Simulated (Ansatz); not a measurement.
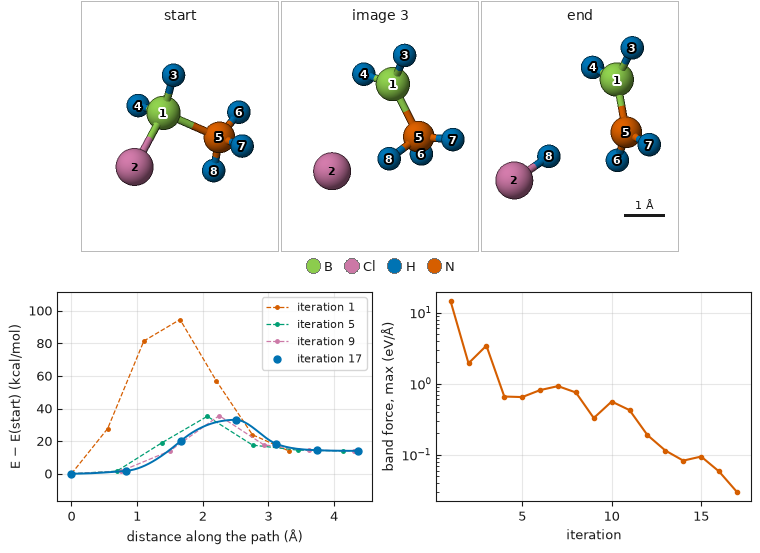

NEB run on BNH5Cl. Images are numbered from 0 (start) to 6 (end). The plot follows the band through its iterations. Style: ball-and-stick. Shown at a tilt.

Method: RHF/def2-mTZVP (Ansatz 0.2.0).

Input
```yaml
crystal:
  periodic: [false, false, false]
  atoms:
    - { symbol: B, position_ang: [-0.00255, -0.2053, 0.234895] }
    - { symbol: Cl, position_ang: [0.223682, 0.810322, 1.815219] }
    - { symbol: H, position_ang: [0.916862, -0.064888, -0.510854] }
    - { symbol: H, position_ang: [-1.089311, -0.051506, -0.230457] }
    - { symbol: "N", position_ang: [0.060283, -1.753426, 0.769506] }
    - { symbol: H, position_ang: [-0.058188, -2.405634, 0.014549] }
    - { symbol: H, position_ang: [0.942164, -1.938372, 1.213293] }
    - { symbol: H, position_ang: [-0.661042, -1.919994, 1.448348] }
basis:
  gaussian: { orbitals: def2-mTZVP }
hamiltonian:
  xc: hf
neb:
  order_check: false
  images: 5
  f_tol: 0.05
  max_iterations: 60
  initial_path: linear
  final_atoms:
    - { symbol: B, position_ang: [0.08901239, -0.65749446, -0.65222574] }
    - { symbol: Cl, position_ang: [-0.37867318, -0.07067401, 3.60919254] }
    - { symbol: H, position_ang: [1.05065667, -0.0308771, -0.95498097] }
    - { symbol: H, position_ang: [-0.97633373, -0.42855161, -1.12305705] }
    - { symbol: "N", position_ang: [0.20848007, -1.66808092, 0.29864747] }
    - { symbol: H, position_ang: [-0.53925159, -2.2850389, 0.52802086] }
    - { symbol: H, position_ang: [1.08656499, -1.96635632, 0.66246782] }
    - { symbol: H, position_ang: [-0.20855562, -0.42172468, 2.38643408] }
```

Command:
```bash
ansatz run input.yaml --threads 1 --pin off --max-ram 2048MiB --backend cpu --events-out ev --progress --plain --runs-dir out
```

> How did the profile develop, and is the result final?

The run is converged, with reservations. The band converged in 17 iterations. The largest component of the band force went from 14 to 0.03 eV/Å. The climbing image converged on the top of the path. Its curvatures weren't checked. The straight starting path can push atoms close together and costs iterations. The first iteration put the highest image at 94.6 kcal/mol. The energy climbs by 33.1 kcal/mol to image 3 and then falls by 19.0 kcal/mol, so the end point sits at +14.0 kcal/mol.

Limits of the set-up: Hartree-Fock leaves out electron correlation.
